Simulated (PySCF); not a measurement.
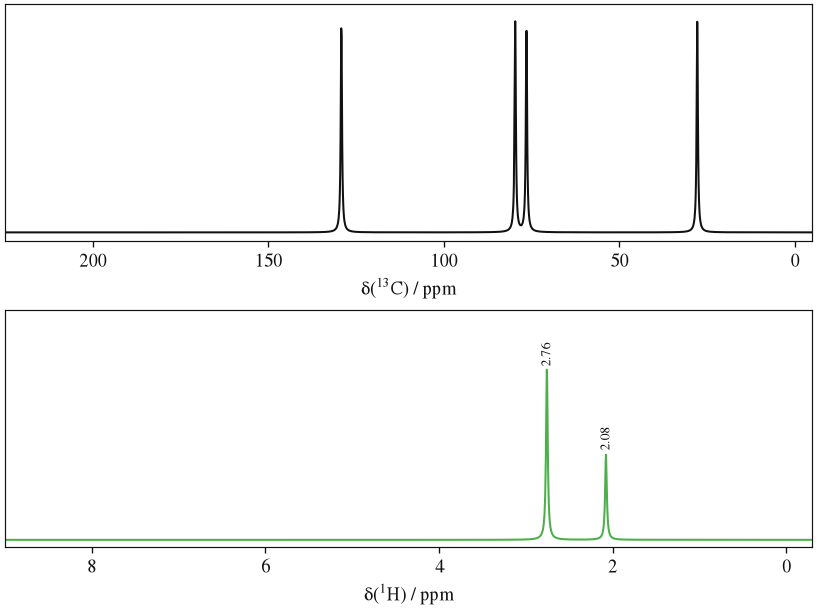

GIAO shifts, PBE0/pcSseg-1, PySCF 2.14.0, at a PBE0-D3(BJ)/def2-SVP geometry (no frequency check), against TMS for ¹³C and TMS for ¹H computed at the same level. Gas phase, fully decoupled, line heights follow the number of nuclei, widths are arbitrary (no quadrupolar broadening); values of one conformer, averaged over methyl-type rotors and exact or near symmetry.

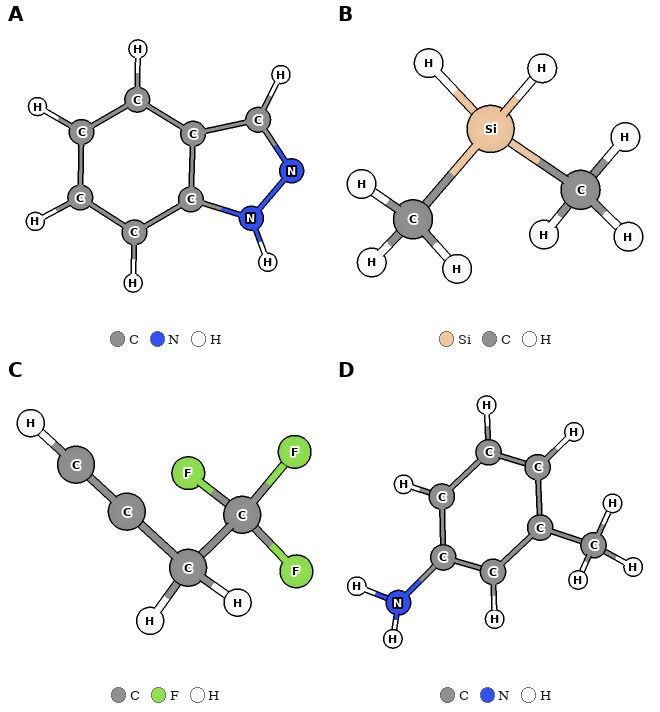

### Which structure fits the spectrum? The candidates are drawn in the second picture.

Structure C, C₄H₃F₃, SMILES C#CCC(F)(F)F. Its ¹³C signals: 129.2 (1 C), 79.6 (1 C), 76.4 (1 C), 27.8 (1 C) ppm. Its ¹H signals: 2.76 (2 H), 2.08 (1 H) ppm.
